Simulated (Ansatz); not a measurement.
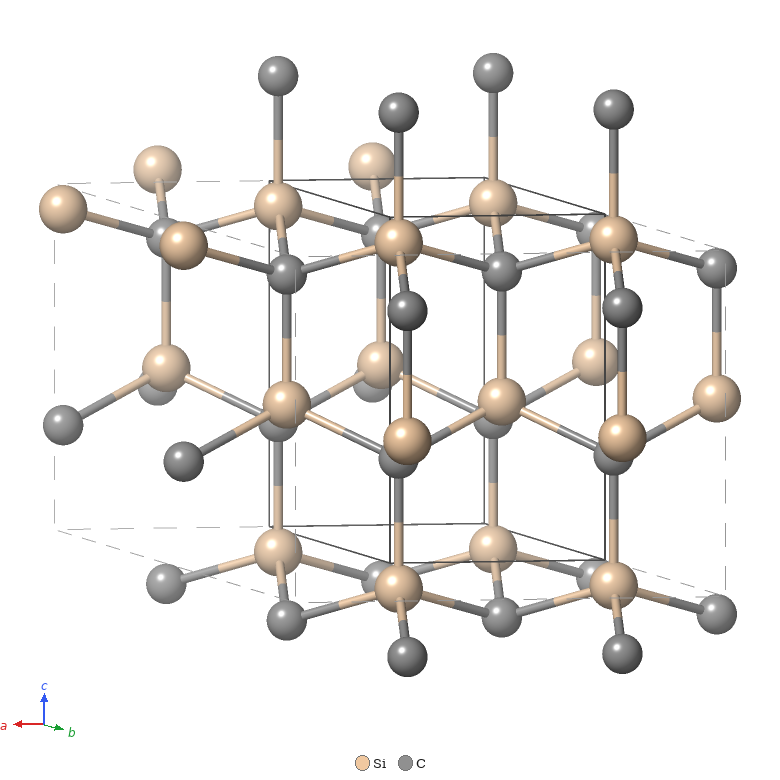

The compound is SiC (space group P6_3mc, No. 186), taken as coordinates from a relaxation (final pressure about 20 GPa) with Ansatz, DFT, PAW plane waves, pbe.

Bonds are taken as C–Si below 2.1 Å; no other contact counts. Simplification: prune 0- and 1-connected atoms, fold 2-connected ones into links.

Question: What kind of net remains, and which atoms are its nodes?

Answer: A uninodal 4-connected, three-periodic net: Si and C are 4-connected nodes.

Question: Which named net is it?

Answer: It is the lon net, known from lonsdaleite, wurtzite and tridymite.

Question: Is the net interpenetrated?

Answer: It is a single net, without interpenetration.

Question: How many nodes does the smallest cycle have?

Answer: Six.

Question: Give the first ten terms of the coordination sequence (nodes one, two, three … edges away).

Answer: Si and C: 4, 12, 25, 44, 67, 96, 130, 170, 214, 264.

The simplified net, drawn on the atoms' positions. Nodes are coloured by element. Short stubs are edges that leave the cut-out.

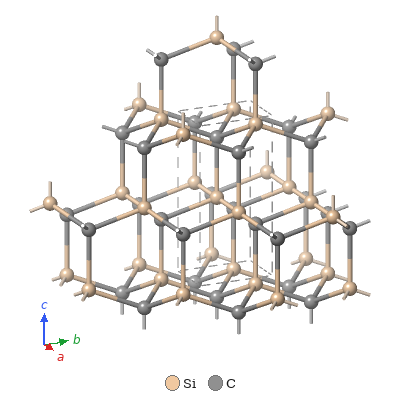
